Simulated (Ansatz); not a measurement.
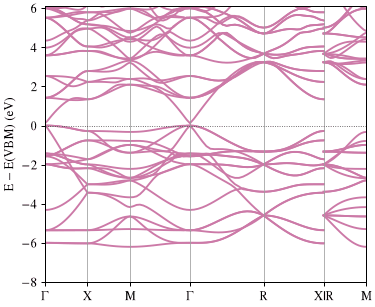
Band structure from r²SCAN (plane waves, PAW; program Ansatz)

Question: Read off the gap and where the band edges lie.

Answer: About 0.1 eV (0.12 eV by a search for the band edges); maximum at Γ, minimum at Γ.

Question: Which of these materials gives this?
A) GaAs, Pm-3n (Ga on 6c, As on 6d)
B) BP, Pm-3n (B on 6d, P on 6c)
C) InP, Pm-3n (In on 6c, P on 6d)
D) InAs, Pm-3n (In on 6c, As on 6d)

Answer: D, InAs, Pm-3n (In on 6c, As on 6d)

The start of the workflow was typed in or built on a structure type; neither database checked (COD, Materials Project) lists it. It is not the phase usual at ambient conditions (space group No. 216). The r²SCAN relaxation kept the symmetry of its start; its stability against distortions is not shown here. The volume moved by 26 % from the start of the relaxation. Spin–orbit coupling is left out wherever it is not named.

Potentials: the earlier of the program's two PAW sets. The files were generated under PBE; for other functionals the program regenerates the frozen cores, and for LDA and PBEsol the local potential too.
